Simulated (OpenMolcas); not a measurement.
Run report: S2O, geometry relaxation (part 2 of 3)

Continued. System: S2O (Disulfur monoxide), SMILES O=S=S. Method: CASSCF/6-31G** (OpenMolcas 26.06). The geometry comes from this level: PBE0-D4/def2-TZVP.

Geometry of the input (Å):
```
O  0.4516  1.2040  0.4932
S  0.5291  -0.2055  0.1489
S  -0.9807  -0.9985  -0.6421
```

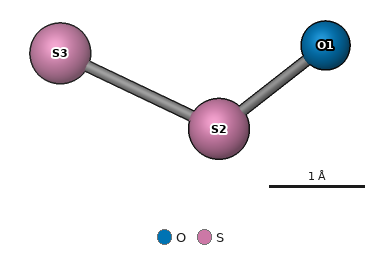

Fig. 1: The input geometry (ball-and-stick view, seen at a tilt; atoms are numbered from 1 in the order of the input).

Log, continued:
```
++    Molecular charges:
      ------------------

      Mulliken charges per centre
      ---------------------------

                O1      S2      S3
      Total    8.4365 15.3071 16.2565

      N-E     -0.4365  0.6929 -0.2565

      Total electronic charge=   40.000000

      Total            charge=   -0.000000
--

      Expectation values of various properties for root number:  1
      -----------------------------------------------------------

++    Molecular properties:
      ---------------------

      Charge (e):
                      =   -0.0000
      Dipole Moment (debye):
      Origin of the operator (angstrom)=   -0.0903   -0.2406   -0.0986
                   X=  1.3713E+00               Y= -7.8806E-01               Z=  3.1820E-01           Total=  1.6133E+00
      Quadrupole Moment (debye*angstrom):
      Origin of the operator (angstrom)=   -0.0903   -0.2406   -0.0986
                  XX= -3.0947E+01              XY= -4.6716E-01              XZ= -7.1427E-01              YY= -3.4372E+01
                  YZ= -1.4960E+00              ZZ= -3.0083E+01
      In traceless form (debye*angstrom)
                  XX=  1.2811E+00              XY= -7.0074E-01              XZ= -1.0714E+00              YY= -3.8573E+00
                  YZ= -2.2440E+00              ZZ=  2.5762E+00
--

      Average orbitals are written to the RASORB file
      Natural orbitals for root   1 are written to the RASORB.1 file
      Spin density orbitals for root   1 are written to the SPDORB.1 file

--- Stop Module: rasscf /rc=_RC_ALL_IS_WELL_ ---
--- Module rasscf spent 3 seconds ---

--- Start Module: slapaf ---

                                              &SLAPAF

                       available to each process: 1.9 GB of memory, 1 thread

--- Stop Module: slapaf /rc=_RC_INVOKED_OTHER_MODULE_ ---

--- Start Module: alaska ---

                                              &ALASKA

                       available to each process: 1.9 GB of memory, 1 thread

                     Threshold for contributions to the gradient: 1.000E-07

                    ********************************************
                    * Symmetry Adapted Cartesian Displacements *
                    ********************************************

           Irreducible representation : a
           Basis function(s) of irrep: x, y, xy, Rz, z, xz, Ry, yz, Rx, I

 Basis Label        Type   Center Phase
   1   O1           x         1     1
   2   O1           y         1     1
   3   O1           z         1     1
   4   S2           x         2     1
   5   S2           y         2     1
   6   S2           z         2     1
   7   S3           x         3     1
   8   S3           y         3     1
   9   S3           z         3     1

                     No automatic utilization of translational and rotational invariance of the energy is employed.

 RI-ERI gradients!

 **************************************************
 *              Molecular gradients               *
 **************************************************

  Irreducible representation: a
 ------------------------------------------------------------------------------------------
                              X                       Y                       Z
 ------------------------------------------------------------------------------------------
  O1                2.75262666291254E-03   -3.57132516741068E-02   -8.41823304250866E-03
  S2               -2.18510257662885E-03    3.67464143210139E-02    8.91063222165656E-03
  S3               -5.67524086260818E-04   -1.03316264688402E-03   -4.92399179153225E-04
 ------------------------------------------------------------------------------------------

--- Stop Module: alaska /rc=_RC_ALL_IS_WELL_ ---

--- Start Module: slapaf ---

                                              &SLAPAF

                       available to each process: 1.9 GB of memory, 1 thread

++       Slapaf input parameters:
         ------------------------

 Maximum number of iterations:                40
 Convergence test a la Schlegel.
 Convergence criterion on gradient/para.<=: 3.0E-04
 Convergence criterion on step/parameter<=: 3.0E-04
 Convergence criterion on energy change <=: 0.0E+00
 Parameters for step-restricted optimization
 Maximum step length (initial seed):       3.00E-01

 -RFO activated with parameters:
   Maximum number of data points used in RFO:      5
 Line search is performed

 -Optimization for minimum.
  Optimization method: RS-RFO.

 -Initial Hessian guessed by Hessian Model Function (HMF).
  HMF augmented with weak interactions.

 -Hessian update method: Broyden-Fletcher-Goldfarb-Shanno
  Maximum number of points in Hessian update:  5

 -Relaxation will be done on non-redundant internal coordinates, based on
  force constant weighted redundant internal coordinates.

--

 ******************************************
 * Statistics of the internal coordinates *
 ******************************************
 Translations and Rotations:         0
 Bonds                     :         2
 Angles                    :         1
 Torsions                  :         0
 Out-of-plane angles       :         0

**********************************************************************************************************************
*                                    Energy Statistics for Geometry Optimization                                     *
**********************************************************************************************************************
                       Energy     Grad      Grad              Step                 Estimated   Geom       Hessian
Iter      Energy       Change     Norm      Max    Element    Max     Element     Final Energy Update Update   Index
  1   -869.87545795  0.00000000 0.052820 -0.027285 nrc001  -0.026953  nrc001     -869.87611182 RS-RFO  None      0

       +----------------------------------+----------------------------------+
       +    Cartesian Displacements       +    Gradient in internals         +
       +  Value      Threshold Converged? +  Value      Threshold Converged? +
 +-----+----------------------------------+----------------------------------+
 + RMS + 1.5132E-02  1.2000E-03     No    + 3.0496E-02  3.0000E-04     No    +
 +-----+----------------------------------+----------------------------------+
 + Max + 2.0044E-02  1.8000E-03     No    + 2.7285E-02  4.5000E-04     No    +
 +-----+----------------------------------+----------------------------------+

 Convergence not reached yet!

*****************************************************************************************************************
*****************************************************************************************************************

++ Geometry section

********************************************************************************
  Geometrical information of the new structure
********************************************************************************

 *********************************************************
 * Nuclear coordinates for the next iteration / bohr     *
 *********************************************************
  ATOM              X               Y               Z
  O1               0.848222        2.290768        0.934056
  S2               1.006985       -0.406973        0.279244
  S3              -1.855188       -1.883794       -1.213300

 *********************************************************
 * Nuclear coordinates for the next iteration / angstrom *
 *********************************************************
  ATOM              X               Y               Z
  O1               0.448860        1.212222        0.494281
  S2               0.532874       -0.215361        0.147769
  S3              -0.981723       -0.996861       -0.642051

                    ***************************************
                    *    InterNuclear Distances / bohr    *
                    ***************************************

               1 O1            2 S2            3 S3
    1 O1       0.000000
    2 S2       2.780610        0.000000
    3 S3       5.417244        3.549749        0.000000

                    *******************************************
                    *    InterNuclear Distances / angstrom    *
                    *******************************************

               1 O1            2 S2            3 S3
    1 O1       0.000000
    2 S2       1.471435        0.000000
    3 S3       2.866682        1.878446        0.000000
--
--- Stop Module: slapaf /rc=_RC_CONTINUE_LOOP_ ---

>>> END DO

--- Start Module: seward ---
--- Stop Module: seward /rc=_RC_ALL_IS_WELL_ ---

--- Start Module: rasscf ---
--- Stop Module: rasscf /rc=_RC_ALL_IS_WELL_ ---
--- Module rasscf spent 2 seconds ---

--- Start Module: slapaf ---
--- Stop Module: slapaf /rc=_RC_INVOKED_OTHER_MODULE_ ---

--- Start Module: alaska ---
--- Stop Module: alaska /rc=_RC_ALL_IS_WELL_ ---

--- Start Module: slapaf ---

**********************************************************************************************************************
*                                    Energy Statistics for Geometry Optimization                                     *
**********************************************************************************************************************
                       Energy     Grad      Grad              Step                 Estimated   Geom       Hessian
Iter      Energy       Change     Norm      Max    Element    Max     Element     Final Energy Update Update   Index
  1   -869.87545795  0.00000000 0.052820 -0.027285 nrc001  -0.026953  nrc001     -869.87611182 RS-RFO  None      0
  2   -869.87640646 -0.00094851 0.024521  0.012668 nrc002   0.025684  nrc002     -869.87669588 RS-RFO  BFGS      0

       +----------------------------------+----------------------------------+
       +    Cartesian Displacements       +    Gradient in internals         +
       +  Value      Threshold Converged? +  Value      Threshold Converged? +
 +-----+----------------------------------+----------------------------------+
 + RMS + 1.4457E-02  1.2000E-03     No    + 1.4157E-02  3.0000E-04     No    +
 +-----+----------------------------------+----------------------------------+
 + Max + 1.8551E-02  1.8000E-03     No    + 1.2668E-02  4.5000E-04     No    +
 +-----+----------------------------------+----------------------------------+

 Convergence not reached yet!

*****************************************************************************************************************
*****************************************************************************************************************

++ Geometry section

********************************************************************************
  Geometrical information of the new structure
********************************************************************************

 *********************************************************
 * Nuclear coordinates for the next iteration / bohr     *
 *********************************************************
  ATOM              X               Y               Z
  O1               0.844533        2.306720        0.936871
  S2               1.012781       -0.424431        0.276840
  S3              -1.857295       -1.882290       -1.213711

 *********************************************************
 * Nuclear coordinates for the next iteration / angstrom *
 *********************************************************
  ATOM              X               Y               Z
  O1               0.446908        1.220664        0.495771
  S2               0.535941       -0.224599        0.146498
  S3              -0.982838       -0.996065       -0.642268

--
--- Stop Module: slapaf /rc=_RC_CONTINUE_LOOP_ ---

>>> END DO

--- Start Module: seward ---
--- Stop Module: seward /rc=_RC_ALL_IS_WELL_ ---

--- Start Module: rasscf ---
--- Stop Module: rasscf /rc=_RC_ALL_IS_WELL_ ---
--- Module rasscf spent 2 seconds ---

--- Start Module: slapaf ---
--- Stop Module: slapaf /rc=_RC_INVOKED_OTHER_MODULE_ ---

--- Start Module: alaska ---
--- Stop Module: alaska /rc=_RC_ALL_IS_WELL_ ---

--- Start Module: slapaf ---

**********************************************************************************************************************
*                                    Energy Statistics for Geometry Optimization                                     *
**********************************************************************************************************************
                       Energy     Grad      Grad              Step                 Estimated   Geom       Hessian
Iter      Energy       Change     Norm      Max    Element    Max     Element     Final Energy Update Update   Index
  1   -869.87545795  0.00000000 0.052820 -0.027285 nrc001  -0.026953  nrc001     -869.87611182 RS-RFO  None      0
  2   -869.87640646 -0.00094851 0.024521  0.012668 nrc002   0.025684  nrc002     -869.87669588 RS-RFO  BFGS      0
  3   -869.87669770 -0.00029124 0.001119  0.001556 nrc003   0.001876  nrc003     -869.87669921 RS-RFO  BFGS      0
```
